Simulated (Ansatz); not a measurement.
The calculation's input:

```
basis:
  gaussian:
    orbitals: def2-TZVPD
crystal:
  periodic: [false, false, false]
  atoms:
    - {symbol: C, position_ang: [0.000000, 0.000000, -0.585228]}
    - {symbol: N, position_ang: [0.000000, 0.000000, 0.585228]}
magnetization:
  spin_polarized: true
  initial_magnetization: 1
hamiltonian:
  xc: pbe0
output:
  forces: true
  orbitals: {seedname: orbitals}
```

Run with:

```sh
ansatz run input.yaml --threads 1 --pin off --max-ram 2610MiB --events-out events.jsonl --progress --plain --runs-dir runs
```

Geometry: B3LYP-D3(BJ)/def2-SVP.

All numbers below come from isolated molecule in a Gaussian basis; Kohn-Sham density functional theory, functional PBE0 in Ansatz 0.2.0.

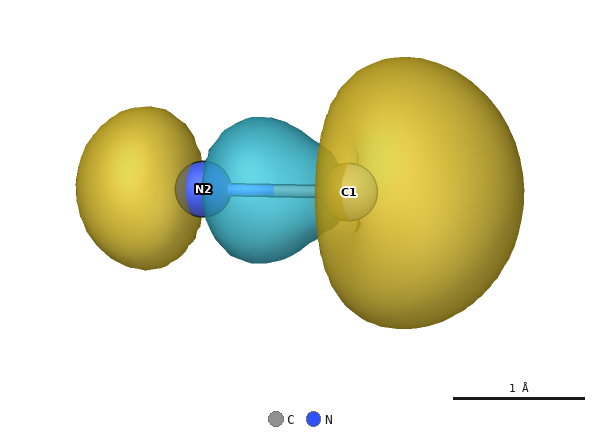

CN (SMILES [C]#N) (doublet). The LUMO (β) at ±0.2 Å⁻³ᐟ² (yellow and cyan are the two phases), seen from one side.

> What is the character of this orbital?

It lies mainly on C1 (about 75 %) and N2 (about 25 %); it is of σ type. Its energy is −6.40 eV.
